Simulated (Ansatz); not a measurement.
The starting structures come from a database of crystals and need not be the phases stable at ambient conditions.

 Where the default PAW files enter, the runs use the earlier of Ansatz's two default sets.

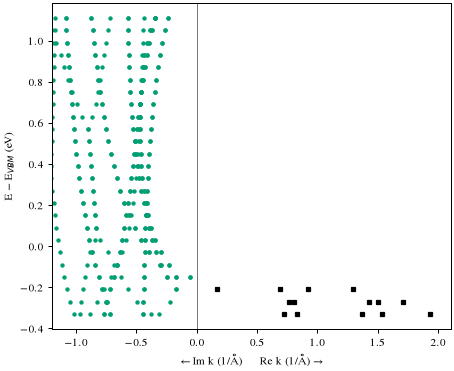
Complex bands at the centre of the two-dimensional zone; PBEsol run with Ansatz (a quantum-chemistry and plane-wave program)

The gap is the functional's own, uncorrected, and κ follows it; spin-orbit coupling is left out. Mid-gap values are interpolated between the computed energies.

Question: This is NaCoO₂ (R-3m, not sure to be the ambient phase, 4 atoms a cell, 9.3 Å³ an atom) along the normal of (110). Read off the slowest decay at the centre of the two-dimensional zone at 0.45 eV, the computed energy nearest the middle of the gap.

Answer: κ ≈ 0.39 1/Å, a decay length 1/(2κ) of the density of 1.3 Å.
